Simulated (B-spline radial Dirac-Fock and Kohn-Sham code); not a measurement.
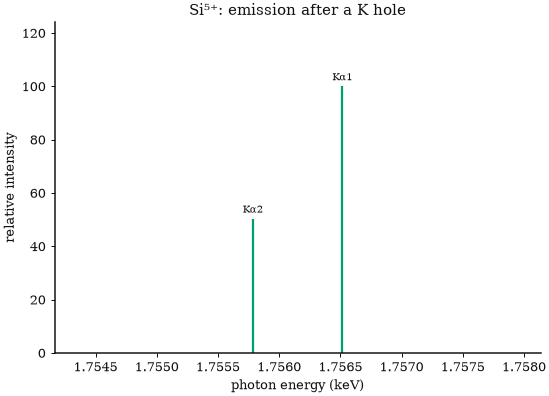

X-ray emission lines that fill a K (1s) hole, as sticks. Multiplet splitting by the open shell is left out. The figure is for Si⁵⁺ in the configuration [He] 2s2 2p5. Method: independent-particle rates on relativistic LDA orbitals of the hole state (multipoles to L = 3), energies from Dirac–Fock ΔSCF (computed with a radial B-spline solver).

Which line is the strongest, where is it and what share of the photons does it carry?

K-L3 (Kα1) at 1.7565 keV, 66.5 % of the radiative decays.

What are the natural width, lifetime and fluorescence yield of the K hole?

Width 0.360 eV, lifetime 1.83 fs, fluorescence yield 0.0559.
